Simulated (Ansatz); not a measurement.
**C2H3Cl2Si (SMILES [H]/[C]=C/[SiH](Cl)Cl): UBHLYP/def2-SVP**

Aim: the vertical ionisation energy of C2H3Cl2Si at UBHLYP/def2-SVP, from 2 runs. 

The calculation is run with Ansatz 0.2.0.

61 further runs of the same task are left out: 61 set aside as unsound or not needed.

### Step 1. The structure to begin with

The species is C2H3Cl2Si (8 atoms), meant as a doublet with charge 0. SMILES: `[H]/[C]=C/[SiH](Cl)Cl`. The coordinates come from a PBE0-D4/def2-TZVP relaxation. This is one conformer, not always the lowest.

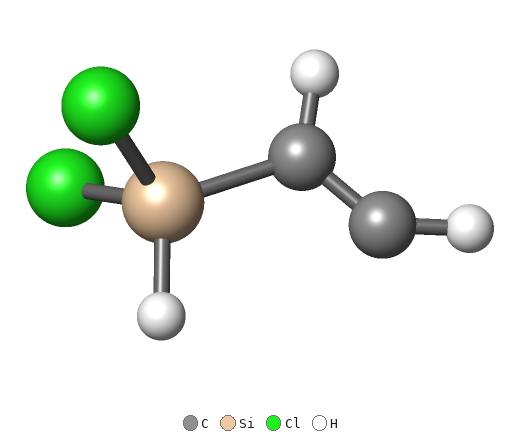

The structure, seen from a chosen angle (carbon grey, silicon light orange, chlorine green, hydrogen white).

### Step 2. A single-point energy at UBHLYP/def2-SVP

File molecule.yaml:

```yaml
crystal:
  periodic: [false, false, false]
  atoms:
    - {symbol: C, position_ang: [-0.467200, 1.549800, 0.659300]}
    - {symbol: C, position_ang: [-0.193600, 0.279100, 0.737900]}
    - {symbol: Si, position_ang: [0.301600, -0.635800, -0.791100]}
    - {symbol: Cl, position_ang: [-1.013100, -2.166600, -1.130900]}
    - {symbol: Cl, position_ang: [2.164100, -1.443500, -0.534600]}
    - {symbol: H, position_ang: [-0.772500, 2.376400, 1.285600]}
    - {symbol: H, position_ang: [-0.249600, -0.262100, 1.689000]}
    - {symbol: H, position_ang: [0.322500, 0.245600, -1.971100]}
basis:
  gaussian: {orbitals: def2-SVP}
magnetization: {spin_polarized: true, initial_magnetization: 1}
hamiltonian: {xc: {name: BHLYP}}
accuracy: high
output: {orbitals: {seedname: orbitals}}
```

The run is started by

```sh
$ ansatz run molecule.yaml --threads 1 --pin off --max-ram 3480MiB --events-out events.jsonl --progress --plain --runs-dir runs
```

Log:

```text
Warning: RAYON_NUM_THREADS=1 ignored (pool sized by the plan → 1); use --threads N
Functional definition: BHLYP
  name "BHLYP"
  parameter a = 0.5
  exchange = (1 - a)*b88_x + a*exact_x
  correlation = lyp_c
2058 factors; integrals over basis functions are off by at most 5.3e-9 eV
mean field evaluation 1: about -35030.0290 eV, gradient 2.1e1 eV
mean field evaluation 2: about -35031.2334 eV, gradient 1.6e1 eV
mean field evaluation 4: about -35032.6524 eV, gradient 7.9e-1 eV
mean field evaluation 8: about -35032.6653 eV, gradient 1.3e-1 eV
mean field evaluation 16: about -35032.6666 eV, gradient 1.7e-4 eV
mean field -35032.66658041 eV, -1287.4267508356 hartree, gradient 7.5e-8 eV, S^2 0.767571; 0 other end points of the search recorded, 0 dependent functions left out
reference -35032.66660682 eV, -1287.4267518062 hartree; 32, 31 occupied and 65, 66 virtual orbitals, 2058 factors
Total energy: -35032.66660682 eV, -1287.4267518062 hartree
```

Wall time 17 s (1 thread of Arm Neoverse V1, shared host); peak memory 0.54 GiB.

### Step 3. The singlet cation, same level

File run.yaml:

```yaml
crystal:
  periodic: [false, false, false]
  atoms:
    - {symbol: C, position_ang: [-0.467200, 1.549800, 0.659300]}
    - {symbol: C, position_ang: [-0.193600, 0.279100, 0.737900]}
    - {symbol: Si, position_ang: [0.301600, -0.635800, -0.791100]}
    - {symbol: Cl, position_ang: [-1.013100, -2.166600, -1.130900]}
    - {symbol: Cl, position_ang: [2.164100, -1.443500, -0.534600]}
    - {symbol: H, position_ang: [-0.772500, 2.376400, 1.285600]}
    - {symbol: H, position_ang: [-0.249600, -0.262100, 1.689000]}
    - {symbol: H, position_ang: [0.322500, 0.245600, -1.971100]}
basis:
  gaussian:
    orbitals: def2-SVP
hamiltonian:
  xc: {name: BHLYP}
output:
  orbitals: {seedname: orbitals}
accuracy: high
total_charge: 1
```

The run is started by

```sh
$ ansatz run run.yaml --threads 1 --pin off --max-ram 3480MiB --events-out events.jsonl --progress --plain --runs-dir runs
```

Log:

```text
Warning: RAYON_NUM_THREADS=1 ignored (pool sized by the plan → 1); use --threads N
[... 5 set-up lines as earlier in the session ...]
2057 factors; integrals over basis functions are off by at most 5.3e-9 eV
mean field evaluation 1: about -35019.0131 eV, gradient 3.8e1 eV
mean field evaluation 2: about -35017.1428 eV, gradient 4.7e1 eV
mean field evaluation 4: about -35022.7254 eV, gradient 1.9e0 eV
mean field evaluation 8: about -35023.1816 eV, gradient 3.2e-1 eV
mean field evaluation 16: about -35023.1830 eV, gradient 9.3e-4 eV
mean field -35023.18300771 eV, -1287.0782359672 hartree, gradient 7.7e-8 eV, S^2 0.000000; 0 other end points of the search recorded, 0 dependent functions left out
reference -35023.18303409 eV, -1287.0782369365 hartree; 31, 31 occupied and 66, 66 virtual orbitals, 2057 factors
Total energy: -35023.18303409 eV, -1287.0782369365 hartree
```

It took 12 s on 1 thread of Arm Neoverse V1, shared host; peak memory 0.36 GiB.

### Step 4. Outcome

At UBHLYP/def2-SVP:

```
                                             quantity           value
                      doublet C2H3Cl2Si: total energy  -1287.42675 Eh
doublet C2H3Cl2Si: HOMO energy (highest over α and β)        -8.43 eV
 doublet C2H3Cl2Si: LUMO energy (lowest over α and β)        -1.05 eV
                              doublet C2H3Cl2Si: ⟨S²⟩           0.768
                         singlet cation: total energy  -1287.07824 Eh
                          singlet cation: HOMO energy       -14.69 eV
                          singlet cation: LUMO energy       -10.30 eV
                        singlet cation: HOMO–LUMO gap         4.39 eV
   vertical ionisation energy (to the singlet cation)        9.484 eV
```

What this shows: The vertical ionisation energy comes to 9.48 eV (915 kJ/mol). Only the singlet of the ionised species was computed; a triplet could lie lower.
